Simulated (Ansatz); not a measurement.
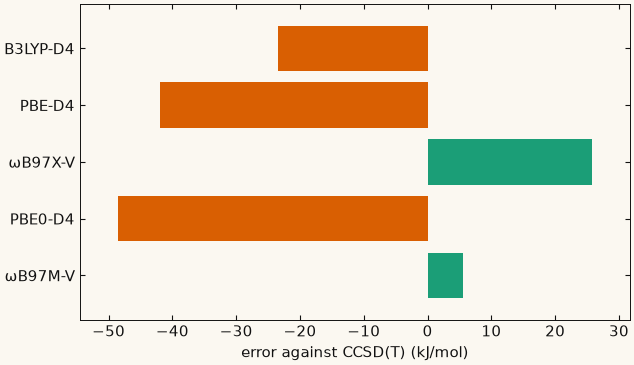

Error in the electronic atomisation energy (method less reference, so positive means overbinding) of CH₉AlSSi₂, SMILES [SiH3][CH2][AlH][S][SiH3], singlet: functionals in def2-TZVPP against frozen-core CCSD(T) at the limit (MP2 extrapolated from triple and quadruple zeta, plus CCSD(T) less MP2 in a smaller set), which gives 4428.4 kJ/mol, at a PBE0-D4/def2-TZVP geometry (no frequency check), no zero-point or spin-orbit term, the Ansatz code. The reference leaves out core correlation, a term that grows with the number of heavy atoms.

Question: What range do the values span?

Answer: From −48.6 kJ/mol (PBE0-D4) to 25.8 kJ/mol (ωB97X-V).

Question: Give the values.

Answer:
```csv
level,kJ/mol
B3LYP-D4,−23.5
PBE-D4,−41.9
ωB97X-V,25.8
PBE0-D4,−48.6
ωB97M-V,5.6
```

Limits of at least one run: one conformer of a flexible molecule.
